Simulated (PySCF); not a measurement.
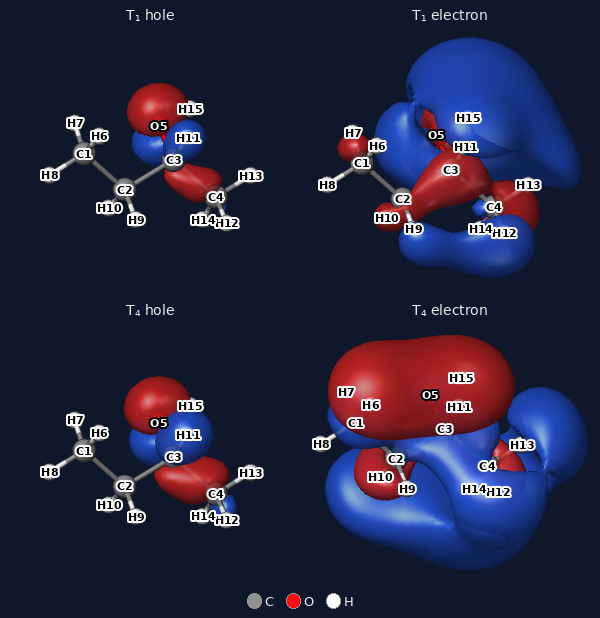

Figure. C4H10O, SMILES `CCC(C)O`. Leading natural transition orbitals (TDA triplet states).

Method: B3LYP/def2-SVP; geometry: GFN2-xTB; program: PySCF. No frequency check shows the geometry to be a minimum. Without diffuse functions Rydberg states are missing, so the states' numbers hold for this basis only.

Q: Describe these excited states.

A: By state:
- T₁: 6.84 eV (181 nm), spin-forbidden from the singlet ground state; the leading pair carries 100 %; hole on O5 (67 %), C3 (11 %) and H11 (7 %), electron on H15 (42 %), O5 (18 %) and H13 (8 %); their centroids lie 0.9 Å apart.
- T₄: 8.57 eV (145 nm), spin-forbidden from the singlet ground state, partly diffuse acceptor orbital, which a basis without diffuse functions describes poorly; the leading pair carries 97 %; hole on O5 (56 %), C3 (14 %) and H11 (9 %), electron on H14 (24 %), C4 (13 %) and H11 (10 %) (atom shares of so diffuse an orbital are rough); their centroids lie 1.3 Å apart.
